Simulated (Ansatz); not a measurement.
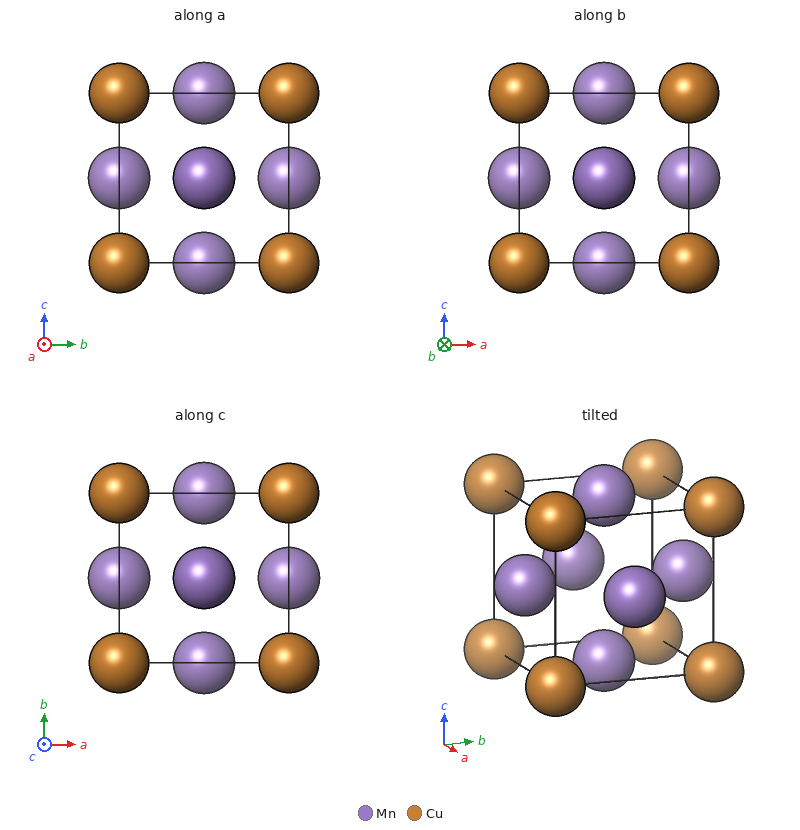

Crystal structure, spheres-only style, seen along the a axis, along the b axis, along the c axis and slightly off an axis. One conventional unit cell is framed, with atoms on its boundary repeated.

Lattice parameters: a = 3.534 Å, b = 3.534 Å, c = 3.534 Å, α = 90.00°, β = 90.00°, γ = 90.00°. Put a along x and b in the xy plane.

Question: Give the atomic positions as a POSCAR file.

Answer:
```
Mn Cu
1.0
     3.534    0.000    0.000
     0.000    3.534    0.000
     0.000    0.000    3.534
Mn Cu
3 1
Direct
  0.0000 0.5000 0.5000
  0.5000 0.0000 0.5000
  0.5000 0.5000 0.0000
  0.0000 0.0000 0.0000
```

It goes back to a structure type filled with these elements by a generator (whether the compound takes this form wasn't checked). Earlier steps of the study, as a rule a relaxation of our own, may have changed the cell and positions, so they can lie some per cent off the listed ones. A calculation with Ansatz used it as input.

At this level of theory the run's own cell isn't at rest (compressed, at 38 GPa), so its distances can differ from those at equilibrium, the more so the softer the solid.
